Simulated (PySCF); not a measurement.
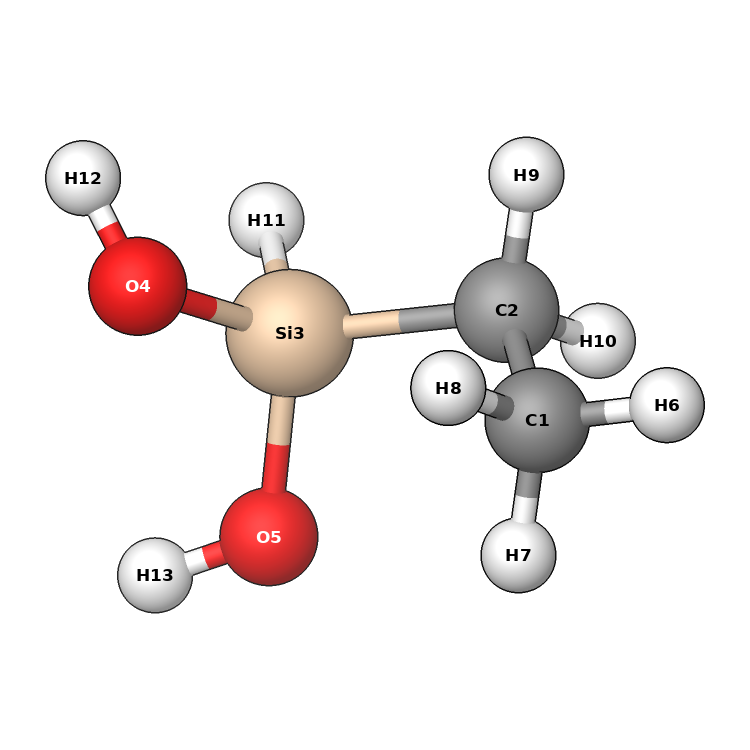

The computed structure is the end point of a PBE0-D3(BJ)/def2-SVP optimisation. No frequency run is at hand to confirm it as a minimum. Electric field gradients from the ground-state density, B3LYP/6-31G* (PySCF 2.14.0), non-relativistic apart from any core potentials.

Give the largest field-gradient component, the quadrupole coupling constant and the asymmetry for 17O at O4 (Q = −25.6 mb), 17O at O5 (Q = −25.6 mb), 2H at H6 (Q = 2.86 mb), 2H at H7 (Q = 2.86 mb).

| atom | V_zz (a.u.) | e²qQ/h (MHz) | η |
| --- | --- | --- | --- |
| O4 | 1.413 | −8.50 | 0.50 |
| O5 | 1.390 | −8.36 | 0.55 |
| H6 | 0.280 | 0.188 | 0.02 |
| H7 | 0.278 | 0.187 | 0.02 |
